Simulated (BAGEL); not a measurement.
**FCI/STO-3G (density fitting with cc-pvqz-jkfit) run of SiBr2 (SMILES Br[Si]Br)**

Aim: the vertical singlet–triplet gap of SiBr2 at FCI/STO-3G (density fitting with cc-pvqz-jkfit), from 2 runs. 

The calculation is run with BAGEL 1.2.2.

**1. The system as given**

The species is SiBr2 (3 atoms), meant as a singlet with charge 0. As SMILES, `Br[Si]Br`. The coordinates come from a GFN2-xTB relaxation.

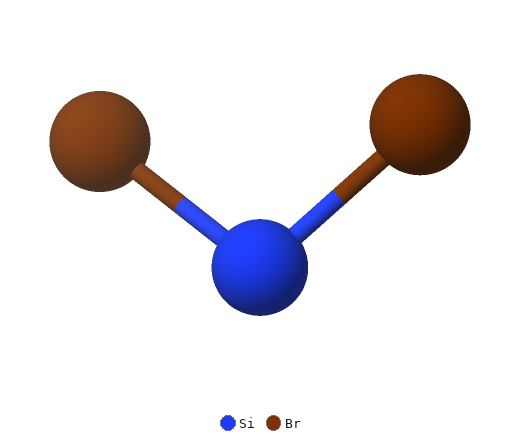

Viewed from a chosen angle; silicon blue, bromine brown.

**2. The energy at FCI/STO-3G (density fitting with cc-pvqz-jkfit)**

Input file input.json:

```json
{ "bagel" : [

{
  "title" : "molecule",
  "basis" : "sto-3g",
  "df_basis" : "cc-pvqz-jkfit",
  "angstrom" : true,
  "geometry" : [
    { "atom" : "Si", "xyz" : [       0.005490,      -0.007080,      -0.966190 ] },
    { "atom" : "Br", "xyz" : [       1.730570,      -0.019010,       0.492120 ] },
    { "atom" : "Br", "xyz" : [      -1.736060,       0.026090,       0.474080 ] }
  ]
},

{
  "title" : "hf"
},

{
  "title" : "fci",
  "nstate" : 1,
  "ncore" : 23
}

]}
```

Run with:

```console
$ BAGEL_NUM_THREADS=1 BAGEL input.json > input.out
```

The log of the run:

```text
* using 1 threads per process

  ===============================================================
  ===============================================================

  *** Geometry ***

  { "atom" : "Si", "xyz" : [      0.010375,     -0.013379,     -1.825834 ] },
  { "atom" : "Br", "xyz" : [      3.270303,     -0.035924,      0.929972 ] },
  { "atom" : "Br", "xyz" : [     -3.280678,      0.049303,      0.895881 ] },

  Number of auxiliary basis functions:      584

  Since a DF basis is specified, we compute 2- and 3-index integrals:
    o Being stored without compression. Storage requirement is 0.009 GB

  Number of basis functions:       45
  Number of electrons      :       84

    * METHOD: MOLECULE                             0.26

  *** RHF ***

  === Nuclear Repulsion ===
   416.4878840710

      * DIIS with orbital gradients will be used.

  === RHF iteration (sto-3g) ===
      0      -5374.90186408          0.00798415           0.07
      1      -5374.97839533          0.00232111           0.06
      2      -5374.98336064          0.00031147           0.06
[... 6 lines of this table left out ...]
      9      -5374.98366973          0.00000000           0.08
    * SCF iteration converged.

    * Permanent dipole moment:
           (   -0.008104,     0.007778,     1.057762) a.u.

    * METHOD: HF                                   0.83

  ---------------------------
        FCI calculation
  ---------------------------

  Performs exactly the same way as Knowles & Handy 1984 CPL

  o alpha-beta strings
      length:          3080
  o size of the space
      determinant space:  2371600
      spin-adapted space: 681835

  o single displacement lists (alpha)
      length:        117040
  o single displacement lists (beta)
      length:        117040

     guess   0:   closed 1111111111111111111... open ......................

  === FCI iteration ===

      0  0     -5374.98366973     1.53e-04     18.04
      1  0     -5375.03226805     7.17e-05     16.32
      2  0     -5375.03930961     3.08e-05     16.38
[... 14 lines of this table left out ...]
     17  0 *   -5375.04085958     8.43e-11     15.67

     * ci vector, state   0, <S^2> = -0.0000
       2222222222222222222...     0.9636536500
       222222222222222222.2..    -0.0648726974
       222222222222222222...2    -0.0615806903
       222222222222.2222222..    -0.0600481891
       ..    -0.0530298783
       ..    -0.0530298783
       ..    -0.0523137868
       ..    -0.0523137868

    * METHOD: FCI                                302.72

  ===============================================================
```

It took 5.1 min on 1 thread of Arm Neoverse V1, shared host; peak memory 9.7 GiB.

**3. The triplet**

Input file job.json:

```json
{ "bagel" : [

{
  "title" : "molecule",
  "basis" : "sto-3g",
  "df_basis" : "cc-pvqz-jkfit",
  "angstrom" : "true",
  "geometry" : [
    { "atom" : "Si", "xyz" : [       0.005490,      -0.007080,      -0.966190 ] },
    { "atom" : "Br", "xyz" : [       1.730570,      -0.019010,       0.492120 ] },
    { "atom" : "Br", "xyz" : [      -1.736060,       0.026090,       0.474080 ] }
  ]
},

{
  "title" : "hf"
},

{
  "title" : "fci",
  "nstate" : 1,
  "ncore" : 23,
  "nspin" : 2
}

]}
```

Run with:

```console
$ BAGEL_NUM_THREADS=1 BAGEL job.json > job.out
```

The log of the run:

```text
* using 1 threads per process

  ===============================================================
  ===============================================================

  *** Geometry ***

  { "atom" : "Si", "xyz" : [      0.010375,     -0.013379,     -1.825834 ] },
  { "atom" : "Br", "xyz" : [      3.270303,     -0.035924,      0.929972 ] },
  { "atom" : "Br", "xyz" : [     -3.280678,      0.049303,      0.895881 ] },

  Number of auxiliary basis functions:      584

  Since a DF basis is specified, we compute 2- and 3-index integrals:
    o Being stored without compression. Storage requirement is 0.009 GB

  Number of basis functions:       45
  Number of electrons      :       84

    * METHOD: MOLECULE                             0.28

  *** RHF ***

  === Nuclear Repulsion ===
   416.4878840710

      * DIIS with orbital gradients will be used.

  === RHF iteration (sto-3g) ===
      0      -5374.90186408          0.00798415           0.07
      1      -5374.97839533          0.00232111           0.07
      2      -5374.98336064          0.00031147           0.07
[... 6 lines of this table left out ...]
      9      -5374.98366973          0.00000000           0.07
    * SCF iteration converged.

    * Permanent dipole moment:
           (   -0.008104,     0.007778,     1.057762) a.u.

    * METHOD: HF                                   0.80

  ---------------------------
        FCI calculation
  ---------------------------

  Performs exactly the same way as Knowles & Handy 1984 CPL

  o alpha-beta strings
      length:          7546
  o size of the space
      determinant space:  1689765
      spin-adapted space: 1110417

  o single displacement lists (alpha)
      length:         13860
  o single displacement lists (beta)
      length:        658350

     guess   0:   closed 111111111111111111.... open ..................11..

  === FCI iteration ===

      0  0     -5374.87813053     2.07e-04     12.24
      1  0     -5374.94026673     1.09e-04     11.93
      2  0     -5374.95407702     5.16e-05     11.93
[... 16 lines of this table left out ...]
     19  0 *   -5374.95737210     6.09e-11     11.41

     * ci vector, state   0, <S^2> = 2.0000
       ..    -0.9240786359
       ..    -0.2392542103
       ..    -0.1953668789
       ..     0.0625879201
       .a    -0.0564022047
       .     0.0511223295

    * METHOD: FCI                                241.63

  ===============================================================
```

It took 4.1 min on 1 thread of Arm Neoverse V1, shared host; peak memory 7 GiB.

**4. Summary of results**

At FCI/STO-3G (density fitting with cc-pvqz-jkfit), 23 core orbitals frozen:

| quantity | value |
| --- | --- |
| singlet: total energy | -5375.04086 Eh |
| triplet: total energy | -5374.95737 Eh |
| vertical energy of the triplet above the singlet | 2.272 eV |

What this shows: At this shape the triplet lies 2.27 eV (52 kcal/mol) above the singlet. In a minimal basis such a difference can be off by several eV, whatever the method.
